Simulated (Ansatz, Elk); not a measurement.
# Bonding as seen by X-rays: LuAl2B2

The structure of LuAl2B2 used here is made up (a known structure type with other elements) and was relaxed beforehand with PBE. The aim is the Fourier transform of its all-electron density, F(hkl), set beside the sum over free spherical atoms that refinements use.

Program: Elk 11.2.3 (patched build). Level of theory: DFT, PBE, all-electron APW+lo, Dirac cores, scalar-relativistic bands, static density, no spin. Results are calculated unless marked as measured.

The structure was built from a prototype and need not be the compound's stable phase.

## Step 1: The starting structure

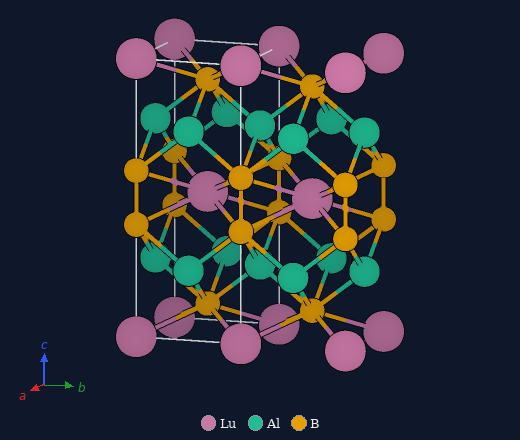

The starting structure, seen slightly off an axis (lutetium pink, aluminium teal, boron orange). 1×2×1 cells are drawn. This picture shows the conventional cell, with its axes. Some periodic images of atoms are drawn too.

## Step 2: Ground state and structure factors

An all-electron density is needed, since X-rays see the cores too. Task 0 finds the density and task 195 Fourier-transforms it; tshift is off so that phases refer to the origin typed.

elk.in

```
tasks
  0
  195

xctype
  20

spinpol
  .false.

rgkmax
  7.0

gmaxvr
  14.0

lmaxo
  7

lmaxapw
  8

swidth
  0.002

tshift
  .false.

ramdisk
  .false.

hmaxvr
  5.5

maxscl
  120

epspot
  1e-06

sppath
  './'

avec
  -3.48069695867 3.48069695867 8.85456009044
  3.48069695867 -3.48069695867 8.85456009044
  3.48069695867 3.48069695867 -8.85456009044

atoms
  3
  'Lu.in'
  1
  0.0000000000 0.0000000000 0.0000000000   0.000000 0.000000 0.000000
  'Al.in'
  2
  0.2500000000 0.7500000000 0.5000000000   0.000000 0.000000 0.000000
  0.7500000000 0.2500000000 0.5000000000   0.000000 0.000000 0.000000
  'B.in'
  2
  0.5971210138 0.5971210138 -0.0000000000   0.000000 0.000000 0.000000
  0.4028789862 0.4028789862 -0.0000000000   0.000000 0.000000 0.000000

ngridk
  9 9 9
```

The run is started by

```console
$ OMP_NUM_THREADS=4 elk
```

Numbers of over 12 decimals in the logs are rounded to 6 here.

Log:

```text
┌─────────────────────────┐
│ Elk code version 11.2.3 │
└─────────────────────────┘

All units are atomic (Hartree, Bohr, etc.)

┌─────────────────────────────────────────────────┐
│ Ground-state run starting from atomic densities │
└─────────────────────────────────────────────────┘

Lattice vectors :
  -3.480696959       3.480696959       8.854560090
   3.480696959      -3.480696959       8.854560090
   3.480696959       3.480696959      -8.854560090

Reciprocal lattice vectors :
 -0.1549105437E-17  0.9025757459      0.3547994052
  0.9025757459     -0.1549105437E-17  0.3547994052
  0.9025757459      0.9025757459      0.8543642922E-17

Unit cell volume      :    429.1008832
Brillouin zone volume :   0.5780696874

Muffin-tin inner radius fraction :   0.1000000000E-01

Nuclei treated as point charges

Species : 1 (Lu)
 parameters loaded from : Lu.in
 name : lutetium
 nuclear charge    :   -71.00000000
 electronic charge :    71.00000000
 atomic mass :    318945.3298
 muffin-tin radius :    2.800000000
 number of radial points in muffin-tin :   1393
 inner part over the whole radius :   0.9962478555E-02
 number on inner part of muffin-tin    :    999
 approximate nuclear radius :   0.9954169502E-04
 number of mesh points to nuclear radius :    517
 atomic positions (lattice), magnetic fields (Cartesian) :
  1 :   0.00000000  0.00000000  0.00000000    0.00000000  0.00000000  0.00000000

Species : 2 (Al)
 parameters loaded from : Al.in
 name : aluminium
 nuclear charge    :   -13.00000000
 electronic charge :    13.00000000
 atomic mass :    49184.33496
 muffin-tin radius :    2.200000000
 number of radial points in muffin-tin :    793
 inner part over the whole radius :   0.9821194981E-02
 number on inner part of muffin-tin    :    552
 approximate nuclear radius :   0.5839653600E-04
 number of mesh points to nuclear radius :    244
 atomic positions (lattice), magnetic fields (Cartesian) :
  1 :   0.25000000 -0.25000000  0.50000000    0.00000000  0.00000000  0.00000000
  2 :  -0.25000000  0.25000000  0.50000000    0.00000000  0.00000000  0.00000000

Species : 3 (B)
 parameters loaded from : B.in
 name : boron
 nuclear charge    :   -5.000000000
 electronic charge :    5.000000000
 atomic mass :    19707.24742
 muffin-tin radius :    1.694927705
 number of radial points in muffin-tin :    593
 inner part over the whole radius :   0.9904482283E-02
 number on inner part of muffin-tin    :    404
 approximate nuclear radius :   0.4534157419E-04
 number of mesh points to nuclear radius :    162
 atomic positions (lattice), magnetic fields (Cartesian) :
  1 :  -0.40287899 -0.40287899  0.00000000    0.00000000  0.00000000  0.00000000
  2 :   0.40287899  0.40287899  0.00000000    0.00000000  0.00000000  0.00000000

Total number of atoms per unit cell :    5
Total muffin-tin volume :    221.9485304
 ratio of muffin-tin to unit cell volume :   0.5172409078

Spin treatment :
 spin-unpolarised

Number of Bravais lattice symmetries :   16
Number of crystal symmetries         :   16
Crystal has inversion symmetry
Real symmetric eigensolver will be used

k-point grid :      9     9     9
k-point offset :    0.000000000       0.000000000       0.000000000
k-point set is reduced with full crystal symmetry group
Total number of k-points :       75

Muffin-tin radius times maximum |G+k| :    7.000000000
 using average radius
Maximum |G+k| for APW functions       :    3.305049846
Maximum (1/2)|G+k|²                   :    5.461677244
Maximum |G| for potential and density :    14.00000000
Constant for pseudocharge density :   10
 order of it for each species :   17  17  17
 order of it for pair densities of each species (exact exchange by exxq0 0: 18) :   17  10   5
Radial integration step length :    1

G-vector grid sizes :     48    48    48
Number of G-vectors :    19955

Maximum angular momentum used for
 APW functions            :    8
 outer part of muffin-tin :    7
 inner part of muffin-tin :    2

Total nuclear charge    :   -107.0000000
[...]
electron entropic           :    -0.61583634984926E-03
 total energy                :     -15119.644292042

Density of states at Fermi energy :    44.69506735
 (states/Hartree/unit cell)

Estimated indirect band gap :   0.2109298468E-02
 from k-point 25 to k-point 74
Estimated direct band gap   :   0.1005768189E-01
 at k-point 74

Charges :
 core                        :    58.00000000
 valence                     :    49.00000000
 interstitial                :    7.393411590
 muffin-tins (core leakage)
  species : 1 (Lu)
   atom 1                    :    69.08373649     (  0.3714090511E-06)
  species : 2 (Al)
[...]
species : 3 (B)
[...]
total in muffin-tins        :    99.60658841
 total calculated charge     :    106.9986115
 total charge                :    107.0000000
 error                       :   0.1388527381E-02

RMS change in Kohn-Sham potential (target) :    2.729733851     (  0.1000000000E-05)
Absolute change in total energy (target)   :    2.407213419     (  0.1000000000E-03)

[... loops 3 to 15 left out ...]

┌──────────────────┐
│ Loop number : 16 │
└──────────────────┘

Energies :
 Fermi                       :     0.341864
 sum of occupied eigenvalues :     -9189.9925538048
 electron kinetic            :      16790.775551283
 core electron kinetic       :      16168.617382492
 Coulomb                     :     -31559.481830157
 Coulomb potential           :     -25526.627121022
 nuclear-nuclear             :     -1254.3563314438
 electron-nuclear            :     -35104.803877879
 Hartree                     :      4799.6783791663
 Madelung                    :     -18796.168269646
 xc potential                :     -454.14098406600
 exchange                    :     -342.17781288914
 correlation                 :     -5.650867
 electron entropic           :    -0.71652681792999E-03
 total energy                :     -15116.535675040

Density of states at Fermi energy :    54.35384943
 (states/Hartree/unit cell)

Estimated indirect band gap :   0.3885371424E-03
 from k-point 15 to k-point 43
Estimated direct band gap   :   0.8698163653E-02
 at k-point 58

Charges :
 core                        :    58.00000000
 valence                     :    49.00000000
 interstitial                :    7.371275019
 muffin-tins (core leakage)
  species : 1 (Lu)
[...]
species : 2 (Al)
[...]
species : 3 (B)
[...]
total in muffin-tins        :    99.62872498
 total calculated charge     :    106.9986458
 total charge                :    107.0000000
 error                       :   0.1354172583E-02

RMS change in Kohn-Sham potential (target) :   0.4893185799E-06 (  0.1000000000E-05)
Absolute change in total energy (target)   :   0.3410174577E-04 (  0.1000000000E-03)

Convergence targets achieved

┌──────────────────┐
│ Loop number : 17 │
└──────────────────┘

Energies :
 Fermi                       :     0.341864
 sum of occupied eigenvalues :     -9189.9925574374
 electron kinetic            :      16790.775551595
 core electron kinetic       :      16168.617381117
 Coulomb                     :     -31559.481833625
 Coulomb potential           :     -25526.627118674
 nuclear-nuclear             :     -1254.3563314438
 electron-nuclear            :     -35104.803887178
 Hartree                     :      4799.6783849970
 Madelung                    :     -18796.168274288
 xc potential                :     -454.14099035767
 exchange                    :     -342.17781307634
 correlation                 :     -5.650867
 electron entropic           :    -0.71652683804997E-03
 total energy                :     -15116.535678384

Density of states at Fermi energy :    54.35385122
 (states/Hartree/unit cell)

Estimated indirect band gap :   0.3885381244E-03
 from k-point 15 to k-point 43
Estimated direct band gap   :   0.8698162121E-02
 at k-point 58

Charges :
 core                        :    58.00000000
 valence                     :    49.00000000
 interstitial                :    7.371274980
 muffin-tins (core leakage)
  species : 1 (Lu)
[...]
species : 2 (Al)
[...]
atom 2                    :    11.39112986     (  0.4835599488E-03)
  species : 3 (B)
   atom 1                    :    3.645112018     (  0.1397489476E-03)
   atom 2                    :    3.645112018     (  0.1397489476E-03)
 total in muffin-tins        :    99.62872502
 total calculated charge     :    106.9986458
 total charge                :    107.0000000
 error                       :   0.1354172536E-02

┌──────────────────────────────┐
│ Self-consistent loop stopped │
└──────────────────────────────┘

Warning : core states of species 2 leak from the muffin-tin :   0.4835599488E-03

Warning : core states of species 3 leak from the muffin-tin :   0.1397489476E-03

Wrote STATE.OUT
```

Elapsed: 49 s, on 4 threads of Arm Neoverse V1, shared host; peak memory 0.2 GiB; 2.7 min of CPU time.

SFACRHO.OUT:

```text

h k l indices transformed by vhmat matrix:
   1.000000000       0.000000000       0.000000000    
   0.000000000       1.000000000       0.000000000    
   0.000000000       0.000000000       1.000000000    

      h      k      l  multipl.   |H|            Re(F)            Im(F)           |F|

      0      0      0      1   0.0000000       107.00000      0.31292066E-16   107.00000    
      1      1     -1      2  0.70959881       46.938900     -0.14887428E-14   46.938900    
      1      0     -1      8  0.96980699       57.824483     -0.55827853E-15   57.824483    
      0      0      1      4   1.2764349       47.908346     -0.57960113E-14   47.908346    
      2      1     -2      8   1.3955596       60.708950      -0.0000000       60.708950    
      2      2     -2      2   1.4191976       72.482241      0.11165571E-14   72.482241    
      2      0     -1      8   1.4604165       78.036847     -0.18609284E-14   78.036847    
      1     -1     -1      4   1.8051515       75.555935     -0.50449908E-14   75.555935    
      3      1     -2      8   1.9087713       35.009426     -0.63271567E-14   35.009426    
      2      0      0      8   1.9396140       39.314964     -0.63271567E-14   39.314964    
     -2     -3      3      8   1.9904041       57.058566     -0.33961944E-14   57.058566    
      0     -1     -1     16   2.0491700       49.497240      0.55827853E-15   49.497240    
     -3     -3      3      2   2.1287964       33.480395      0.87463637E-14   33.480395    
     -2     -1      0     16   2.2817008       51.139918      -0.0000000       51.139918    
      1      3     -1      8   2.2962347       62.193886     -0.18609284E-14   62.193886    
     -3     -3      2      8   2.4821483       59.538794     -0.13212592E-13   59.538794    
      0      0      2      4   2.5528697       65.072312      0.89226865E-14   65.072312    
      4      3     -3      8   2.6425161       48.336269      0.37218569E-15   48.336269
```

Elk indexes on the primitive cell of elk.in and gives |H| = 4π sin θ/λ in inverse bohr. Below, one row stands for each form hkl of the conventional cell (m members, Friedel mates merged), F is for one primitive cell and the density is static (no thermal factor). Free-atom factors are Waasmaier and Kirfel's, and R is Σm||F|−|F'||/Σm|F|.

```tsv
hkl	m	sin θ/λ (Å⁻¹)	abs F, DFT	neutral atoms	diff.
002	2	0.107	46.939	46.956	-0.017
101	8	0.146	57.825	58.198	-0.373
110	4	0.192	47.908	47.639	+0.270
103	8	0.210	60.709	60.775	-0.066
004	2	0.213	72.482	73.192	-0.710
112	8	0.220	78.037	78.239	-0.202
200	4	0.272	75.556	75.905	-0.349
114	8	0.287	35.009	35.027	-0.018
202	8	0.292	39.315	39.324	-0.009
105	8	0.299	57.059	57.302	-0.243
211	16	0.308	49.497	49.573	-0.075
006	2	0.320	33.480	33.374	+0.106
213	16	0.343	51.140	51.377	-0.237
204	8	0.345	62.194	62.266	-0.072
```

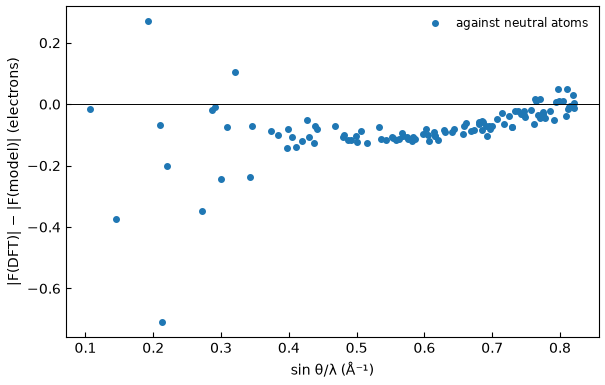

Difference between the calculated structure factors and the independent-atom ones.

## Step 3: The highest occupied states alone

An energy window below the Fermi level keeps the highest occupied states, to see at which angles they scatter; shallow core shells can lie inside it and anion s states outside. No new self-consistency is needed.

Changes to elk.in since step 2:

```diff
@@ -1,3 +1,2 @@
 tasks
-  0
   195
@@ -40,2 +39,5 @@
 
+wsfac
+  -0.099130 0.641860
+
 sppath
```

The run is started by

```console
$ OMP_NUM_THREADS=4 elk
```

Log:

```text
┌─────────────────────────────────┐
│ Elk code version 11.2.3 started │
└─────────────────────────────────┘

Info(readinput): the functional depends on the density's gradient
 muffin-tin radial points multiplied by    2.00000
 (not where nrmtscf is given)

┌────────────────────┐
│ Current task : 195 │
└────────────────────┘
Info(checkmt): changed muffin-tin radius of species 3 (B) from   1.8000 to   1.6949

Info(sfacrho): density structure factors written to SFACRHO.OUT

 Energy window :  -0.9913000000E-01  0.6418600000

┌──────────────────┐
│ Elk code stopped │
└──────────────────┘
```

Elapsed: 9.1 s, on 4 threads; peak memory 0.18 GiB; 14 s of CPU time.

States within 12 eV below the Fermi level hold 28.97 electrons; any levels below the window count with the cores. Their amplitudes can exceed the total, where window and core parts have opposite phase:

```tsv
hkl	sin θ/λ (Å⁻¹)	abs F, window	abs F, all
002	0.107	12.832	46.939
101	0.146	10.318	57.825
110	0.192	13.421	47.908
103	0.210	11.803	60.709
004	0.213	9.937	72.482
112	0.220	11.669	78.037
200	0.272	10.294	75.556
114	0.287	9.600	35.009
202	0.292	9.954	39.315
105	0.299	9.637	57.059
```

## Step 4: Another functional

The difference from free atoms is small, so it is set against the change that LDA (Perdew-Wang) makes.

Changes to elk.in since step 3:

```diff
@@ -1,2 +1,3 @@
 tasks
+  0
   195
@@ -4,3 +5,3 @@
 xctype
-  20
+  3
 
@@ -39,5 +40,2 @@
 
-wsfac
-  -0.099130 0.641860
-
 sppath
```

The run is started by

```console
$ OMP_NUM_THREADS=4 elk
```

Log:

```text
┌─────────────────────────┐
│ Elk code version 11.2.3 │
└─────────────────────────┘

All units are atomic (Hartree, Bohr, etc.)

┌─────────────────────────────────────────────────┐
│ Ground-state run starting from atomic densities │
└─────────────────────────────────────────────────┘

Lattice vectors :
  -3.480696959       3.480696959       8.854560090
   3.480696959      -3.480696959       8.854560090
   3.480696959       3.480696959      -8.854560090

Reciprocal lattice vectors :
 -0.1549105437E-17  0.9025757459      0.3547994052
[...]
species : 3 (B)
   atom 1                    :    3.643841587     (  0.1483521643E-03)
   atom 2                    :    3.643841587     (  0.1483521643E-03)
 total in muffin-tins        :    99.69556812
 total calculated charge     :    106.9985676
 total charge                :    107.0000000
 error                       :   0.1432379911E-02

┌──────────────────────────────┐
│ Self-consistent loop stopped │
└──────────────────────────────┘

Warning : core states of species 2 leak from the muffin-tin :   0.5119832708E-03

Warning : core states of species 3 leak from the muffin-tin :   0.1483521643E-03

Wrote STATE.OUT
[key lines of the parts left out:]
total energy                :     -15105.461037144
```

Wall time 33 s (4 threads); peak memory 0.18 GiB.

Against the first run R = 0.04 %; the largest change is -0.042 at 204.

## Step 5: Basis size

A smaller basis shows how fast F responds to it; the change is likely larger than the basis error of the first run, but doesn't show convergence.

Changes to elk.in since step 4:

```diff
@@ -5,3 +5,3 @@
 xctype
-  3
+  20
 
@@ -11,3 +11,3 @@
 rgkmax
-  7.0
+  5.5
```

The run is started by

```console
$ OMP_NUM_THREADS=4 elk
```

Log:

```text
┌─────────────────────────┐
│ Elk code version 11.2.3 │
└─────────────────────────┘

All units are atomic (Hartree, Bohr, etc.)

┌─────────────────────────────────────────────────┐
│ Ground-state run starting from atomic densities │
└─────────────────────────────────────────────────┘

Lattice vectors :
  -3.480696959       3.480696959       8.854560090
   3.480696959      -3.480696959       8.854560090
   3.480696959       3.480696959      -8.854560090

Reciprocal lattice vectors :
 -0.1549105437E-17  0.9025757459      0.3547994052
[...]
species : 3 (B)
   atom 1                    :    3.618809821     (  0.1391275593E-03)
   atom 2                    :    3.618809821     (  0.1391275593E-03)
 total in muffin-tins        :    99.56222190
 total calculated charge     :    106.9988713
 total charge                :    107.0000000
 error                       :   0.1128687215E-02

┌──────────────────────────────┐
│ Self-consistent loop stopped │
└──────────────────────────────┘

Warning : core states of species 2 leak from the muffin-tin :   0.4837503449E-03

Warning : core states of species 3 leak from the muffin-tin :   0.1391275593E-03

Wrote STATE.OUT
[key lines of the parts left out:]
total energy                :     -15116.507544565
```

Elapsed: 41 s, on 4 threads; peak memory 0.18 GiB.

Against the first run R = 0.02 %; the largest change is +0.038 at 006.

## Step 6: Settings against the effect

```tsv
run	R against the first run (%)	R against neutral atoms, low angle (%)	wall time
PBE, rgkmax 7	0.00	0.33	49 s
LDA (Perdew-Wang)	0.04	0.33	33 s
rgkmax 5.5	0.02	0.34	41 s
```

## Step 7: Results

```json
{"R against neutral atoms, sin θ/λ < 0.3 Å⁻¹": "0.33 %", "R against neutral atoms, 0.3 to 0.82 Å⁻¹": "0.20 %"}
```

What this shows: Independent neutral atoms miss the calculated amplitudes by R = 0.33 % below 0.3 Å⁻¹ and 0.20 % from there to 0.82 Å⁻¹; by shells, 0.54 % below 0.15 Å⁻¹ (2 forms), 0.29 % 0.15 to 0.3 (8 forms), 0.23 % 0.3 to 0.45 (16 forms), 0.20 % above 0.45 (88 forms). Bonding, aspherical density and the tables' own atoms all enter these figures, and the runs don't part them. The largest change of an amplitude is -0.71 electrons, at 004. The window's part falls from 29.0 electrons at the origin to at most 5.78 between 0.45 and 0.82 Å⁻¹, where compact states inside the window still scatter. Below 0.3 Å⁻¹ the changes that finished (LDA (Perdew-Wang) and rgkmax 5.5) move F by R = 0.03 % at most, against the 0.33 % that separates it from free atoms. The k-mesh has no finished test. Spin-orbit coupling is left out, which can matter for elements this heavy. Part of the difference isn't bonding: the tables are fits to free atoms and ions calculated by other methods than this functional. Thermal motion, anomalous dispersion and extinction are left out.

[Logs are printed without paths, hosts, clocks, repeated set-up lines and the standing remarks that a program may print on its own settings, such as how far it seeks lower states.]

[Hosts, paths, dates, database ids (printed as entryN), source tags and the programs' standing remarks are cut or masked in the printed files.]
